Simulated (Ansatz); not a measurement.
```xyz
6

Ga   -0.0093    0.2860    0.1371
Cl   -0.0921    0.8692    2.2290
H     1.3336   -0.0442   -0.5832
Cl   -1.9096    0.3090   -0.9116
H    -0.2273   -2.4865    0.6340
H    -0.1187   -2.1883    1.3331
```

Method: RKS BLYP-D4/def2-SVP in Ansatz 0.2.0.

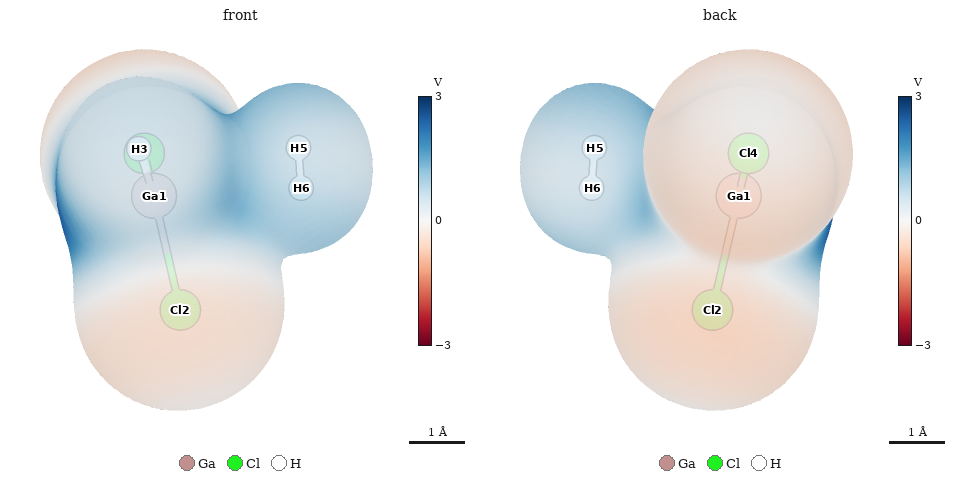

Cl2GaH···H2. The molecular electrostatic potential painted on the density surface at 0.002 e/bohr³, seen from the front and from behind; red is negative and blue positive.

Which sites attract a positive test charge, and which a negative one?

Answer. A positive charge is drawn to the negative regions and a negative charge to the positive ones. The most negative region (about −0.6 V) lies over Cl2 and Cl4, the most positive (about +2.4 V) over Ga1.
